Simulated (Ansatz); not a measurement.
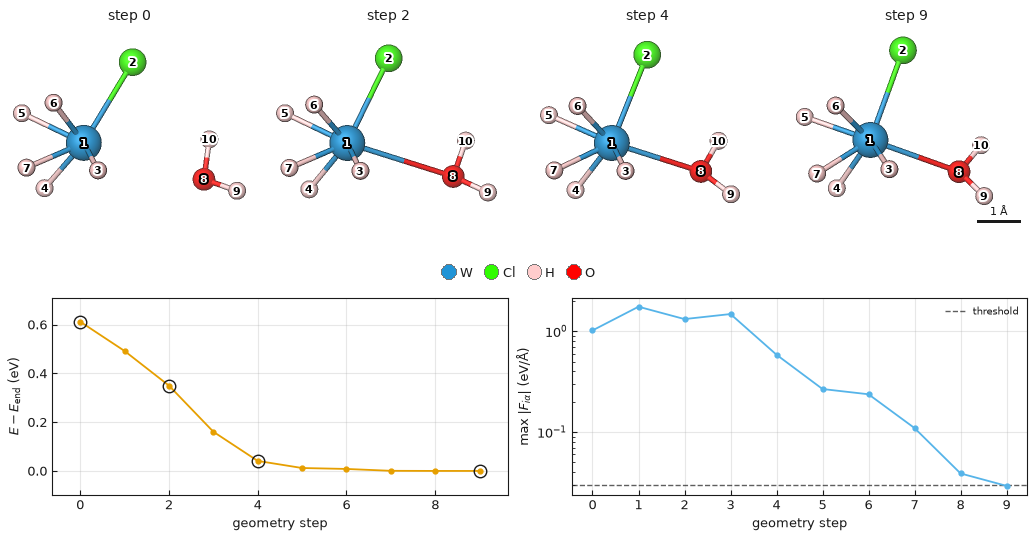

Frames of a relaxation of WH7OCl, marked on the history of the run. Style: ball-and-stick. Shown at a tilt.

The run prepares an end point of a later path (reaction) calculation, from a guessed geometry.

Level of theory: RHF/def2-SVP (Ansatz 0.2.0). Set-up: no spin polarisation; force threshold 0.03 eV/Å; at most 50 steps.

**What happens along the run?**

The atom that moves furthest after the best rigid fit is H9 (0.75 Å). Largest moves by element: H 0.75 Å, O 0.59 Å, Cl 0.32 Å, W 0.24 Å. Some distances before and after: W1–H9 3.801 → 2.980 Å, W1–O8 3.117 → 2.322 Å, W1–H10 3.206 → 2.873 Å, O8–H10 0.973 → 0.951 Å. New bonds form, among them: W1–O8 (3.12 → 2.32 Å). Bond angles that change, for instance: Cl2–W1–H5 90.8° → 87.1°, Cl2–W1–H7 147.5° → 144.9°, H9–O8–H10 106.6° → 108.9°. Over 9 geometry steps the energy falls by 0.612 eV. The largest force component goes from 1 to 0.029 eV/Å. From step 0 to 2: O8 moves most (0.28 Å), energy −0.262 eV. From step 2 to 4: H9 moves most (0.39 Å), energy −0.309 eV. From step 4 to 9: H9 moves most (0.18 Å), energy −0.041 eV.

```
step  E − E(0), eV  largest force component, eV/Å
   0        0.0000                         1.0185
   1       -0.1202                         1.7506
   2       -0.2622                         1.3197
   3       -0.4513                         1.4804
   4       -0.5711                         0.5847
   5       -0.6002                         0.2672
   6       -0.6040                         0.2371
   7       -0.6117                         0.1096
   8       -0.6122                         0.0389
   9       -0.6122                         0.0293
```

Limits of the set-up: the start holds two separate molecules, 2.6 Å apart at their closest, whose relative position is a soft coordinate and is computed without a dispersion correction; Hartree-Fock leaves out electron correlation.
